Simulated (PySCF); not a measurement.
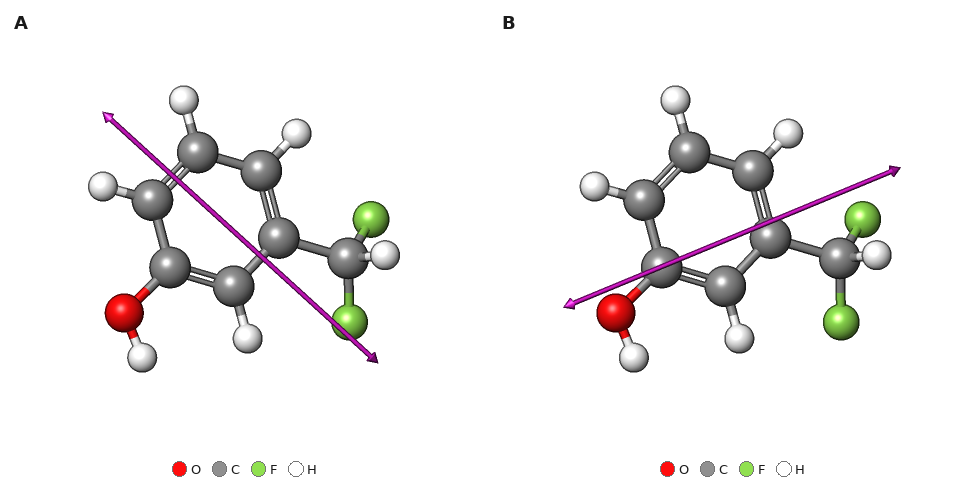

The double arrows show the directions of two transition dipoles from the ground state (lengths mean nothing). The computed structure is the end point of a GFN2-xTB optimisation. No frequency run is at hand to confirm it as a minimum. Properties computed with TDDFT PBE0/def2-SVPD, vertical, gas phase, core orbitals frozen in the response (PySCF 2.14.0).

**One belongs to singlet state 4 and one to singlet state 5. Which is which?**

A: state 5, 6.84 eV (181 nm), oscillator strength 0.15, mainly HOMO → LUMO+3 (weight 0.57).
B: state 4, 6.81 eV (182 nm), oscillator strength 0.56, mainly HOMO−1 → LUMO (weight 0.60).
